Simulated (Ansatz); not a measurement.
# H3O+ (oxonium) at 6 levels

Wanted: a comparison of 6 runs (UHF/6-31G, CAM-B3LYP/6-31G, r2SCAN0/3-21G, wB97X/3-21G, CCSD/6-31G, CCSD(T)/3-21G) of H3O+ (oxonium). 

Program for the calculation: Ansatz 0.2.0.

**1. The structure to begin with**

The species is H3O+ (4 atoms), meant as a singlet with charge +1. As SMILES, `[OH3+]`. The H4–O1 distance was set to 2.459 Å, away from the relaxed value. At this shape a bond of the SMILES string is far longer than usual.

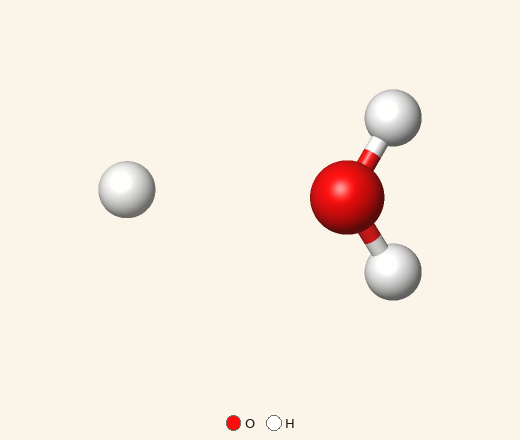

The structure, seen from a chosen angle (oxygen red, hydrogen white).

**2. A single-point energy at UHF/6-31G (run 1)**

Contents of run.yaml:

```yaml
crystal:
  periodic: [false, false, false]
  atoms:
    - {symbol: O, position_ang: [0.485438, 0.585169, -1.351467]}
    - {symbol: H, position_ang: [0.503618, 1.565629, -1.278097]}
    - {symbol: H, position_ang: [-0.124022, 0.279569, -2.060247]}
    - {symbol: H, position_ang: [0.003130, -0.491800, 0.806120]}
basis:
  gaussian:
    orbitals: 6-31G
total_charge: 1
magnetization:
  spin_polarized: true
  initial_magnetization: 0
hamiltonian:
  xc: hf
accuracy: high
```

On the command line:

```
$ ansatz run run.yaml --threads 1 --pin off --max-ram 2610MiB --events-out events.jsonl --progress --plain --runs-dir runs
```

What it wrote:

```text
Warning: RAYON_NUM_THREADS=1 ignored (pool sized by the plan → 1); use --threads N
Functional definition: HF
  name "HF"
  exchange = exact_x
  correlation = 0
281 factors; integrals over basis functions are off by at most 6.7e-9 eV
mean field evaluation 1: about -2060.7253 eV, gradient 4.8e1 eV
mean field evaluation 2: about -2060.7299 eV, gradient 4.8e1 eV
mean field evaluation 4: about -2068.9043 eV, gradient 8.6e0 eV
mean field evaluation 8: about -2069.2335 eV, gradient 1.3e-1 eV
mean field evaluation 16: about -2069.2343 eV, gradient 1.8e-8 eV
mean field evaluation 32: about -2069.9816 eV, gradient 2.5e0 eV
mean field evaluation 64: about -2069.8805 eV, gradient 1.6e0 eV
mean field evaluation 96: about -2069.2414 eV, gradient 4.1e-1 eV
mean field -2070.43325425 eV, -76.0870187035 hartree, gradient 1.7e-8 eV, S^2 0.955749; 3 other end points of the search recorded, 0 dependent functions left out
reference -2070.43325425 eV, -76.0870187035 hartree; 5, 5 occupied and 10, 10 virtual orbitals, 281 factors
Total energy: -2070.43325425 eV, -76.0870187035 hartree
```

It took 0.06 s on 1 thread of AMD EPYC 9R45 (Zen 5), shared host.

**3. The energy at CAM-B3LYP/6-31G (run 2)**

Contents of input.yaml:

```yaml
crystal:
  periodic: [false, false, false]
  atoms:
    - {symbol: O, position_ang: [0.485438, 0.585169, -1.351467]}
    - {symbol: H, position_ang: [0.503618, 1.565629, -1.278097]}
    - {symbol: H, position_ang: [-0.124022, 0.279569, -2.060247]}
    - {symbol: H, position_ang: [0.003130, -0.491800, 0.806120]}
basis:
  gaussian:
    orbitals: 6-31G
total_charge: 1
magnetization:
  spin_polarized: false
  initial_magnetization: 0
hamiltonian:
  xc: {name: CAM-B3LYP}
accuracy: high
```

On the command line:

```
$ ansatz run input.yaml --threads 1 --pin off --max-ram 2610MiB --events-out events.jsonl --progress --plain --runs-dir runs
```

What it wrote:

```text
Warning: RAYON_NUM_THREADS=1 ignored (pool sized by the plan → 1); use --threads N
Functional definition: CAM-B3LYP
  name "CAM-B3LYP"
  parameter alpha = 0.19
  parameter beta = 0.46
  parameter omega = 0.33/bohr
  parameter ac = 0.81
  exchange = (1 - alpha - beta)*b88_x + beta*b88_x_sr(omega) + alpha*exact_x + beta*exact_x_lr(omega)
  correlation = (1 - ac)*vwn5_c + ac*lyp_c
281 factors; integrals over basis functions are off by at most 6.7e-9 eV
139 factors; integrals over basis functions are off by at most 1.8e-9 eV
mean field evaluation 1: about -2063.6452 eV, gradient 9.4e1 eV
mean field evaluation 2: about -2017.6239 eV, gradient 1.4e2 eV
mean field evaluation 4: about -2079.8942 eV, gradient 5.1e0 eV
mean field evaluation 8: about -2080.0473 eV, gradient 2.1e-1 eV
mean field evaluation 16: about -2080.0403 eV, gradient 2.5e-5 eV
mean field -2080.04029481 eV, -76.4400709324 hartree, gradient 4.1e-9 eV, S^2 0.000000; 0 other end points of the search recorded, 0 dependent functions left out
reference -2080.04030522 eV, -76.4400713150 hartree; 5, 5 occupied and 10, 10 virtual orbitals, 281 factors
Total energy: -2080.04030522 eV, -76.4400713150 hartree
```

Run time: 0.24 s. Hardware: 1 thread of AMD EPYC 9R45 (Zen 5), shared host.

**4. A single-point energy at r2SCAN0/3-21G (run 3)**

Contents of job.yaml:

```yaml
crystal:
  periodic: [false, false, false]
  atoms:
    - {symbol: O, position_ang: [0.485438, 0.585169, -1.351467]}
    - {symbol: H, position_ang: [0.503618, 1.565629, -1.278097]}
    - {symbol: H, position_ang: [-0.124022, 0.279569, -2.060247]}
    - {symbol: H, position_ang: [0.003130, -0.491800, 0.806120]}
basis:
  gaussian:
    orbitals: 3-21G.json
total_charge: 1
hamiltonian:
  xc: {name: r2SCAN0}
accuracy: high
```

The basis set 3-21G is read from a file made from the Basis Set Exchange's data (not shown).

On the command line:

```
$ ansatz run job.yaml --threads 1 --pin off --max-ram 2610MiB --events-out events.jsonl --progress --plain --runs-dir runs
```

What it wrote:

```text
Warning: RAYON_NUM_THREADS=1 ignored (pool sized by the plan → 1); use --threads N
Functional definition: r2SCAN0
  name "r2SCAN0"
  parameter a = 0.25
  parameter k0 = 0.174
  parameter k1 = 0.065
  parameter a1 = 4.9479
  exchange = (1 - a)*r2scan_x(k0 = k0, k1 = k1, a1 = a1) + a*exact_x
  correlation = r2scan_c
225 factors; integrals over basis functions are off by at most 3.4e-9 eV
mean field evaluation 1: about -2055.3037 eV, gradient 9.1e1 eV
mean field evaluation 2: about -2014.8784 eV, gradient 1.3e2 eV
mean field evaluation 4: about -2068.3450 eV, gradient 7.7e0 eV
mean field evaluation 8: about -2068.4760 eV, gradient 5.9e-2 eV
mean field evaluation 16: about -2068.4681 eV, gradient 1.5e-4 eV
mean field -2068.46808128 eV, -76.0147999292 hartree, gradient 2.1e-9 eV, S^2 0.000000; 0 other end points of the search recorded, 0 dependent functions left out
reference -2068.46808154 eV, -76.0147999385 hartree; 5, 5 occupied and 10, 10 virtual orbitals, 225 factors
Total energy: -2068.46808154 eV, -76.0147999385 hartree
```

Run time: 0.38 s. Hardware: 1 thread of AMD EPYC 9R45 (Zen 5), shared host.

Runs 4 to 5 aren't shown in full; the table further down has their settings and results.

**5. A single-point energy at CCSD(T)/3-21G (run 6)**

run.yaml: that of step 2 with these lines changed.

```diff
@@ -9,9 +9,9 @@
   gaussian:
-    orbitals: 6-31G
+    orbitals: 3-21G.json
+scf:
+  omitted_lower_state_checks: [cluster_reference, increment]
+correlation:
+  method: ccsd_t
+  frozen_orbitals: {H: 0, O: 1}
+accuracy: high
 total_charge: 1
-magnetization:
-  spin_polarized: true
-  initial_magnetization: 0
-hamiltonian:
-  xc: hf
-accuracy: high
```

The basis set 3-21G is read from a file made from the Basis Set Exchange's data (not shown).

On the command line:

```
$ ansatz run run.yaml --threads 1 --pin off --max-ram 2610MiB --events-out events.jsonl --progress --plain --runs-dir runs
```

What it wrote:

```text
Warning: RAYON_NUM_THREADS=1 ignored (pool sized by the plan → 1); use --threads N
[... 12 lines left out ...]
1 core orbitals not correlated: weight in the atoms' cores, before any rotation towards them, 1.000 or more for the frozen orbitals, at most 0.000 for the correlated occupied ones
[... 32 lines left out ...]
Total energy: -2063.70846962 eV, -75.8398874266 hartree
Checks for a lower state left out: cluster_reference, increment
```

Wall time 0.06 s (1 thread of AMD EPYC 9R45 (Zen 5), shared host).

**6. The series**

```
run            level  frozen core orbitals  energy (Eh)  wall time
  1        UHF/6-31G                     –   -76.087019     0.06 s
  2  CAM-B3LYP/6-31G                     –   -76.440071     0.24 s
  3    r2SCAN0/3-21G                     –   -76.014800     0.38 s
  4      wB97X/3-21G                     –   -76.042930     0.86 s
  5       CCSD/6-31G                     1   -76.203670     0.06 s
  6    CCSD(T)/3-21G                     1   -75.839887     0.06 s
```

**7. Results**

| quantity | value |
| --- | --- |
| run 6: total energy | -75.83989 Eh |
| run 6: correlation energy (1 core orbital frozen) | -192.4 mEh |
| run 6: (T) correction | -28.49 mEh |
| run 6: T1 diagnostic | 0.155 |

Totals of different functionals can't be ranked against each other. In runs 5, 6 the T1 diagnostic is large, so a single reference may not serve. In runs 5, 6 the log says that unrestricted orbitals would lower the reference, so the values rest on an unstable closed-shell determinant (other closed-shell runs at this shape may share the fault). Spin contamination of the reference: run 1 ⟨S²⟩ = 0.96. Where it is this large, the reference is a mixture of spin states, and values that rest on it are in doubt. All runs together took 1.7 s, the longest 0.86 s.
